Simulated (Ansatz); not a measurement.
# Al2H4Se (SMILES [AlH2][AlH][SeH]): BHLYP/cc-pVDZ

What is the electronic atomisation energy of Al2H4Se at BHLYP/cc-pVDZ? 

The calculation is run with Ansatz 0.2.0.

51 further runs of the same task are left out: 51 set aside as unsound or not needed. Runs told in other sessions of the task aren't counted.

## (1) The molecule

Al2H4Se: 7 atoms, total charge 0, spin state singlet. SMILES: `[AlH2][AlH][SeH]`. The coordinates come from a PBE0-D4/def2-TZVP relaxation. This is one conformer, not always the lowest.

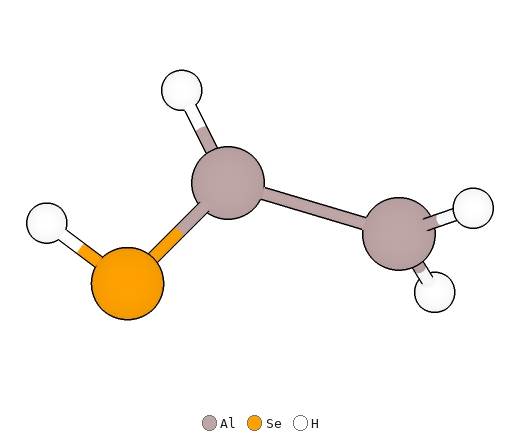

The structure, seen from a chosen angle (aluminium light grey, selenium orange, hydrogen white).

## (2) A single-point energy at BHLYP/cc-pVDZ

in.yaml reads:

```yaml
crystal:
  periodic: [false, false, false]
  atoms:
    - {symbol: Al, position_ang: [-1.578100, 0.539600, -0.900300]}
    - {symbol: Al, position_ang: [0.683400, 0.231600, 0.310300]}
    - {symbol: Se, position_ang: [1.280700, -1.943000, 0.899300]}
    - {symbol: H, position_ang: [-1.688000, 0.476100, -2.487900]}
    - {symbol: H, position_ang: [-2.924300, 0.803000, -0.090900]}
    - {symbol: H, position_ang: [1.737000, 1.353100, 0.713600]}
    - {symbol: H, position_ang: [2.550600, -1.528300, 1.510400]}
basis:
  gaussian: {orbitals: cc-pVDZ}
hamiltonian: {xc: {name: BHLYP}}
accuracy: high
output: {orbitals: {seedname: orbitals}}
```

Started as:

```
$ ansatz run in.yaml --threads 1 --pin off --max-ram 2610MiB --events-out events.jsonl --progress --plain --runs-dir runs
```

Output:

```text
Warning: RAYON_NUM_THREADS=1 ignored (pool sized by the plan → 1); use --threads N
Functional definition: BHLYP
  name "BHLYP"
  parameter a = 0.5
  exchange = (1 - a)*b88_x + a*exact_x
  correlation = lyp_c
1807 factors; integrals over basis functions are off by at most 4.8e-9 eV
mean field evaluation 1: about -78607.0100 eV, gradient 1.2e1 eV
mean field evaluation 2: about -78607.4779 eV, gradient 7.2e0 eV
mean field evaluation 4: about -78607.6365 eV, gradient 1.5e0 eV
mean field evaluation 8: about -78607.7823 eV, gradient 1.2e-1 eV
mean field evaluation 16: about -78607.7823 eV, gradient 2.2e-5 eV
mean field -78607.78233084 eV, -2888.7827183898 hartree, gradient 4.1e-8 eV, S^2 0.000000; 0 other end points of the search recorded, 0 dependent functions left out
reference -78607.78236086 eV, -2888.7827194928 hartree; 32, 32 occupied and 51, 51 virtual orbitals, 1807 factors
Total energy: -78607.78236086 eV, -2888.7827194928 hartree
```

Wall time 12 s (1 thread of Arm Neoverse V2, shared host); peak memory 0.3 GiB.

## (3) The Al atom

run.yaml reads:

```yaml
crystal:
  periodic: [false, false, false]
  atoms:
    - symbol: Al
      position_ang: [0.000000, 0.000000, 0.000000]
basis:
  gaussian: {orbitals: cc-pVDZ}
magnetization: {spin_polarized: true, initial_magnetization: 1}
hamiltonian: {xc: {name: BHLYP}}
accuracy: high
```

Run the same way, it converges to -242.36684 Eh (log not shown).

## (4) The H atom

Edit run.yaml of step 3 so:

```diff
@@ -3,4 +3,3 @@
   atoms:
-    - symbol: Al
-      position_ang: [0.000000, 0.000000, 0.000000]
+    - {symbol: H, position_ang: [0.000000, 0.000000, 0.000000]}
 basis:
```

Run the same way, it converges to -0.49784 Eh (log not shown).

## (5) The Se atom at the same level

run.yaml reads:

```yaml
crystal:
  periodic: [false, false, false]
  atoms:
    - {symbol: Se, position_ang: [0.000000, 0.000000, 0.000000]}
basis:
  gaussian: {orbitals: cc-pVDZ}
accuracy: high
hamiltonian: {xc: {name: BHLYP}}
magnetization: {spin_polarized: true, initial_magnetization: 2}
```

Started as:

```
$ ansatz run run.yaml --threads 1 --pin off --max-ram 2610MiB --events-out events.jsonl --progress --plain --runs-dir runs
```

Output:

```text
Warning: RAYON_NUM_THREADS=1 ignored (pool sized by the plan → 1); use --threads N
[... 5 set-up lines as earlier in the session ...]
260 factors; integrals over basis functions are off by at most 4.6e-9 eV
mean field evaluation 1: about -65346.9359 eV, gradient 2.4e0 eV
mean field evaluation 2: about -65346.9841 eV, gradient 5.5e-1 eV
mean field evaluation 4: about -65346.9890 eV, gradient 1.4e-1 eV
mean field evaluation 8: about -65346.9891 eV, gradient 2.0e-4 eV
mean field evaluation 16: about -65346.9891 eV, gradient 8.0e-8 eV
mean field -65346.98907633 eV, -2401.4575547749 hartree, gradient 8.0e-8 eV, S^2 2.002511; 0 other end points of the search recorded, 0 dependent functions left out
reference -65346.98909072 eV, -2401.4575553039 hartree; 18, 16 occupied and 9, 11 virtual orbitals, 260 factors
Total energy: -65346.98909072 eV, -2401.4575553039 hartree
```

Run time: 1.2 s. Hardware: 1 thread of Arm Neoverse V2, shared host.

## (6) Summary of results

At BHLYP/cc-pVDZ:

```
                     quantity           value
       molecule: total energy  -2888.78272 Eh
        molecule: HOMO energy        -7.98 eV
        molecule: LUMO energy        -1.46 eV
      molecule: HOMO–LUMO gap         6.52 eV
        Al atom: total energy   -242.36684 Eh
                Al atom: ⟨S²⟩           0.756
         H atom: total energy     -0.49784 Eh
                 H atom: ⟨S²⟩           0.750
        Se atom: total energy  -2401.45756 Eh
                Se atom: ⟨S²⟩           2.003
electronic atomisation energy       16.330 eV
```

Taking the molecule apart into free atoms costs 16.33 eV (1576 kJ/mol), before zero-point energy and without spin-orbit coupling.
